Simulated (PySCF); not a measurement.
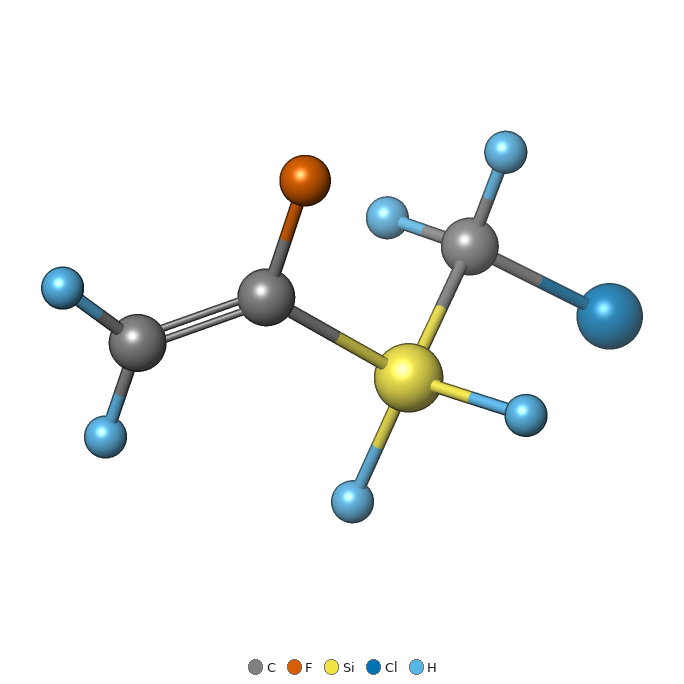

Ball-and-stick drawing of a structure. Multiple sticks mark multiple bonds (one Kekulé form).

Computed geometry: PBE0-D3(BJ)/def2-SVP optimisation. No frequency run is at hand to confirm it as a minimum.

Identify the structure.

Formula C₃H₆ClFSi. Its SMILES string is `C=C(F)[SiH2]CCl`. It has no ring. Among its groups: alkene, C–F bond, C–Cl bond, Si–H bond. The point group is C1. Coordination: 2 C trigonal planar; 1 Si tetrahedral; 1 C tetrahedral.

More results for the same structure follow; atom numbers are the same in all pictures, views and colours differ.

**NMR shielding**

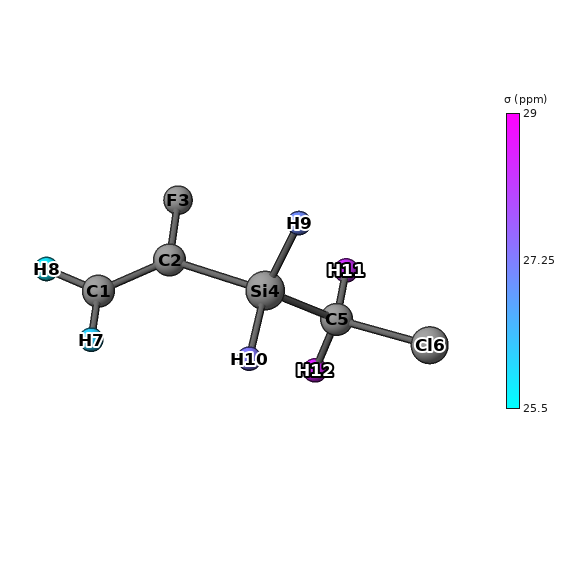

Atoms are coloured by their isotropic NMR shieldings (H only, the others grey). No frequency run is at hand to confirm it as a minimum. Method: GIAO B97-2/pcSseg-1 NMR shielding, non-relativistic, gas phase (PySCF 2.14.0).

List the isotropic NMR shieldings of the H atoms.

| atom | σ (ppm) |
| --- | --- |
| H7 | 26.15 |
| H8 | 25.82 |
| H9 | 27.07 |
| H10 | 27.31 |
| H11 | 28.32 |
| H12 | 28.51 |

**Dipole moment**

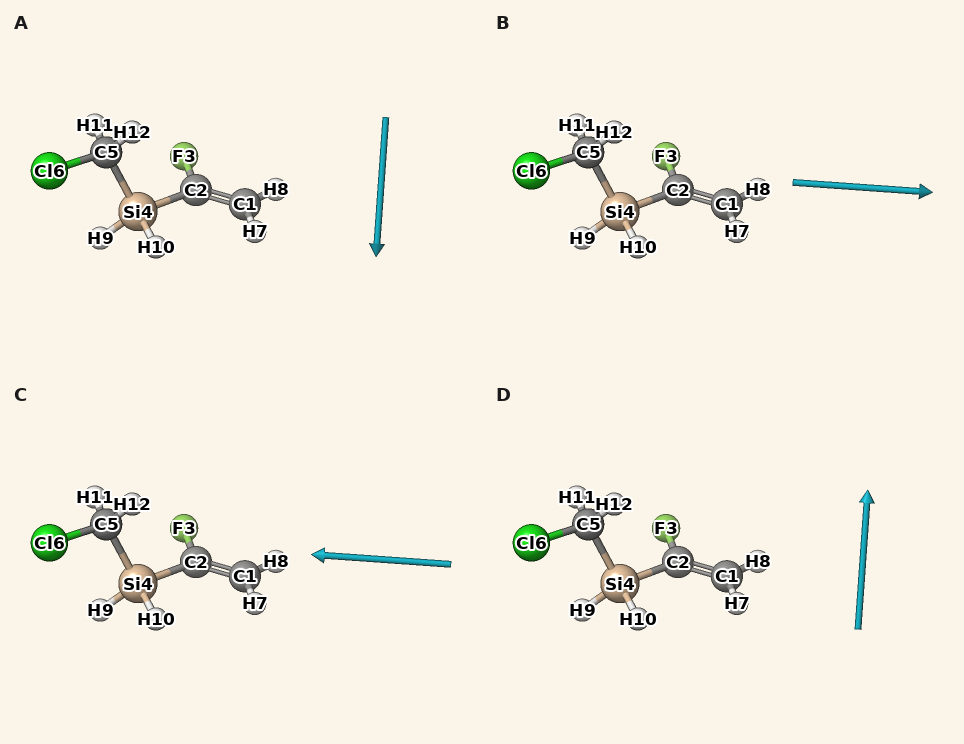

The same molecule four times, each with an arrow. No frequency run is at hand to confirm it as a minimum. Level of theory: KT2/pcSseg-1, gas phase (PySCF 2.14.0).

Which arrow points along the dipole moment, from the negative to the positive end?

Answer. B. The dipole moment is 1.82 D; it points from the side of Cl6 to the side of H8 (the outermost atoms at the two ends).

**Charges**

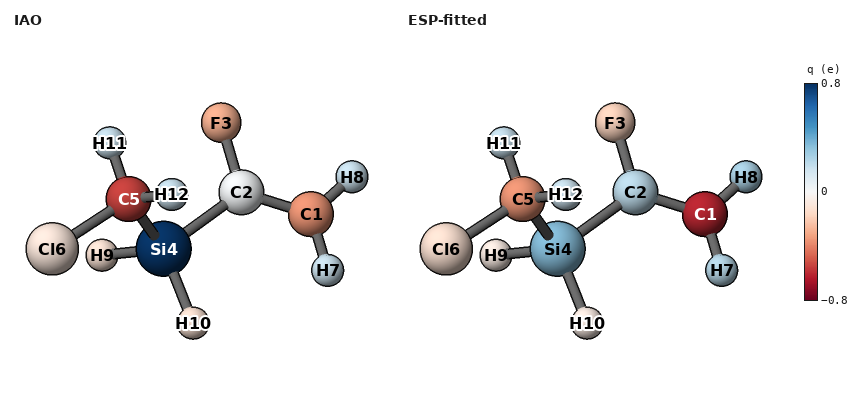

Atomic charges of one calculation by 2 schemes, on one colour scale. No frequency run is at hand to confirm it as a minimum. Computed with PBE0/pcSseg-2 (PySCF 2.14.0).

On which atom do the schemes disagree most?

Answer. On Si4 (from 0.34 to 0.78 e).

List the charges (e), one line for each set of equivalent atoms.

```csv
atom,IAO,ESP-fitted
C1,−0.35,−0.60
C2,0.02,0.21
F3,−0.28,−0.18
Si4,0.78,0.34
C5,−0.54,−0.35
Cl6,−0.09,−0.12
H7,0.17,0.22
H8,0.17,0.26
H9,−0.11,−0.07
H10,−0.11,−0.07
H11,0.18,0.18
H12,0.18,0.17
```
